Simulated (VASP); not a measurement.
Band structure of CaF₂ (fluorite). Calculation: PBE GGA with D3 dispersion (zero damping), VASP's PBE PAW potentials (set 64) (plane waves; VASP).

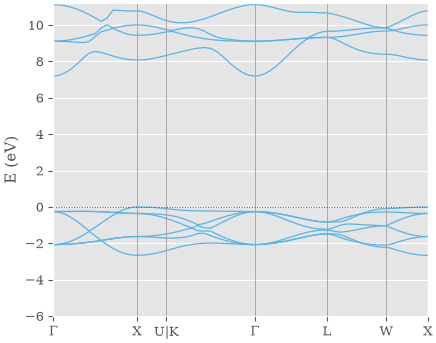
Figure. Bands along high-symmetry lines, zero at the valence-band maximum or, without a gap, the Fermi level

**Question.** Read the plot: is there a gap, and where are the band edges?

**Answer.** The gap is indirect, 7.20 eV, from the valence maximum at X to the conduction minimum at Γ. (Edges off the drawn lines would not show.)

Measured: gap 11.80 eV (computed value off by -4.60 eV), as given by E. Cadelano et al., The European Physical Journal B (2011), arXiv:1107.5962.

The compound is CaF2 in the fluorite structure. It was relaxed first.
